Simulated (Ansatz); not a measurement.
# BN, pressure series

The parent structure is BN in the h-BN type structure (space group P6_3/mmc, No. 194; a = 2.506 Å, c = 6.616 Å; layered, stacked along the Cartesian z axis).

Cell and atoms are relaxed at each pressure.

The values are results of Ansatz (a program for electronic structure) PBE-D3(BJ), no spin-orbit coupling, earlier PAW set, not measurements.

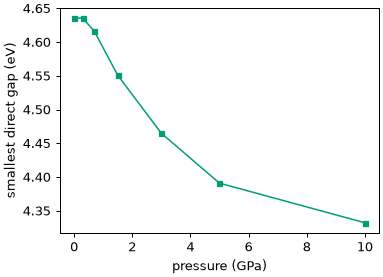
*Smallest direct gap against pressure*

Task: From the plot, what is the smallest direct gap for pressure 0.3 GPa?

Result: About 4.64 eV.

Task: Is the trend monotonic over the range shown?

Result: Yes, it falls throughout, spanning 4.33 eV to 4.64 eV.

Load acts through the strain it causes; cell and atoms are relaxed under it. Stability against distortions was not tested. No other phases were tried under pressure.
